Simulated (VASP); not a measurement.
Band structure of Pd$_{2}$SrGe$_{2}$ (space group I4/mmm). These are LDA (Ceperley-Alder, Perdew-Zunger), VASP's LDA PAW potentials (set 64) (plane waves; VASP) values and carry that method's errors.

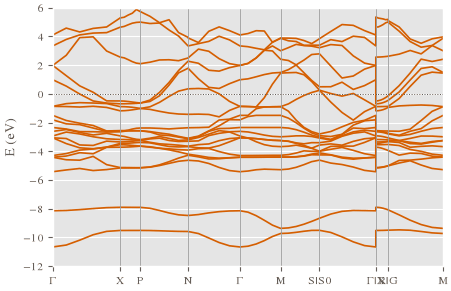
Bands along high-symmetry lines, zero at the valence-band maximum or, without a gap, the Fermi level

Problem. Read the plot: is there a gap, and where are the band edges?

Solution. It has no gap at this level: it comes out as a metal or semimetal.

The structure comes from a computed database's Pd2SrGe2 entry; how it stands against other phases isn't given here. The cell was not relaxed at this level.
